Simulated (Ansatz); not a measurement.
# SiC (6H type, space group P6_3mc): energy against volume

SiC (6H type, space group P6_3mc)

```
SiC
1.0
    3.09500     0.00000     0.00000
   -1.54750     2.68035     0.00000
    0.00000     0.00000    15.18649
Si C
6 6
Cartesian
  0.00000   0.00000  15.18381
  0.00000   0.00000   7.59056
  1.54750   0.89345  12.65177
  0.00000   1.78690   5.05852
  1.54750   0.89345   2.53009
  0.00000   1.78690  10.12334
  0.00000   0.00000  13.28014
  0.00000   0.00000   5.68689
  1.54750   0.89345  10.75353
  0.00000   1.78690   3.16029
  1.54750   0.89345   0.63195
  0.00000   1.78690   8.22519
```

E(V) scan at fixed shape, V₀ the volume above. The atoms relax within the cell's symmetry.

These are PBE (plane waves to 420 eV, PAW, scalar-relativistic; Ansatz, a quantum-chemistry and plane-wave program) values and carry that method's errors. k mesh 10×10×2 (Γ-centred), Fermi-Dirac smearing 0.05 eV. Energies are smeared free energies. With the shape held, the modulus is that of even scaling; a crystal free to change shape is softer. SiC was relaxed with its symmetry unable to fall. The PAW data are Ansatz's earlier set. ΔE is measured from the relaxed starting cell.

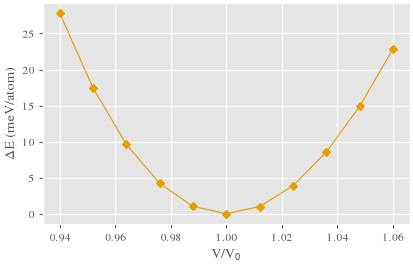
Figure. ΔE (meV/atom) against V/V₀; markers are the computed points, lines only join them.

The pressure for 5 % compression (fit) is 12.1 GPa. The pressure at the smallest volume comes out as 14.9 GPa, the energy cost of the largest compression is 27.8 meV/atom and the energy cost of the largest expansion is 22.9 meV/atom. The pressure derivative B₀′ (fit) is 3.9.

P = (3B₀/2)(x⁷ − x⁵)[1 + ¾(B₀′ − 4)(x² − 1)] with x = (1/0.95)^(1/3), B₀ = 213 GPa and B₀′ = 3.94.

(Under strain, the slope of the energy per volume gives the stress and its curvature an elastic modulus.)
